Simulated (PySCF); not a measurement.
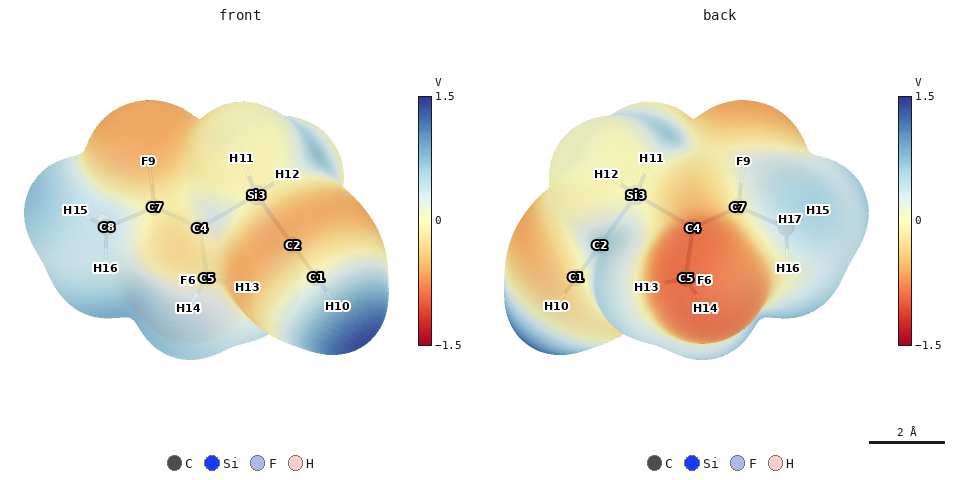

*C$_{6}$H$_{8}$F$_{2}$Si (SMILES C#C[SiH2]/C(CF)=C(/C)F). The molecular electrostatic potential painted on the density surface at 0.001 e/bohr³, seen from the front and from behind; red is negative and blue positive.*

Geometry: GFN2-xTB.

Level of theory: PBE0/pcSseg-1, SCF density, gas phase, non-relativistic in PySCF.

Input

```
{"job": {"kind": "nmr", "xc": "PBE0", "basis": "pcSseg-1"}, "charge": 0, "multiplicity": 1}
C      3.623115    -0.385160     0.888303
C      2.766692    -0.155646     0.076183
Si     1.461196     0.213234    -1.186768
C     -0.179046     0.006679    -0.262085
C     -0.315528    -1.137042     0.698732
F     -1.433196    -1.902776     0.433396
C     -1.215718     0.814231    -0.463698
C     -2.564934     0.786372     0.165557
F     -1.084041     1.823176    -1.364990
H      4.371309    -0.582402     1.602003
H      1.621169     1.584917    -1.661579
H      1.544102    -0.786360    -2.258399
H      0.542284    -1.811653     0.634175
H     -0.423250    -0.785839     1.733166
H     -3.001735     1.782428     0.132199
H     -2.499587     0.447026     1.196329
H     -3.219831     0.100845    -0.372435
```

Launched as:

```sh
OMP_NUM_THREADS=1 python probes_run.py task.json out
```

Describe the electrostatic potential map.

Answer. The most negative region (about −0.9 V) lies over F6, the most positive (about +1.4 V) over H10.
